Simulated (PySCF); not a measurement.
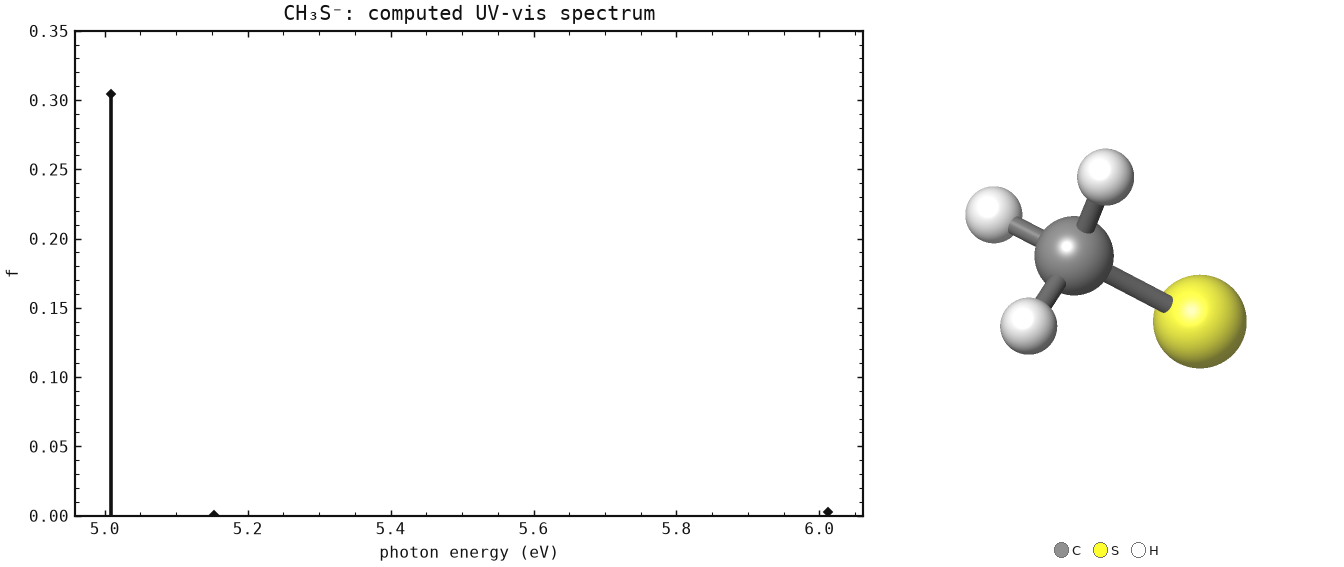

Computed absorption of CH₃S⁻, SMILES C[S-]. Vertical TDDFT excitations, ωB97X-D/def2-SVPD (IEF-PCM water) with PySCF, at a PBE0-D3(BJ)/def2-SVP geometry (no frequency check). The lowest 6 singlet states are shown. States within 0.01 eV of each other are merged, with their strengths summed.

Question: Which of the computed transitions is the brightest, and what character does the calculation give it?

Answer: S1/S2 at 5.01 eV (248 nm), f = 0.304, mainly HOMO/HOMO−1 → LUMO+1.

Question: List the transitions behind the spectrum.

Answer:
```
state  E (eV)  λ (nm)      f        main character
S1/S2    5.01     248  0.304  HOMO/HOMO−1 → LUMO+1
S3/S4    5.15     241  0.000    HOMO/HOMO−1 → LUMO
S5/S6    6.01     206  0.002  HOMO−1/HOMO → LUMO+2
```

Note: core orbitals are frozen in the response.
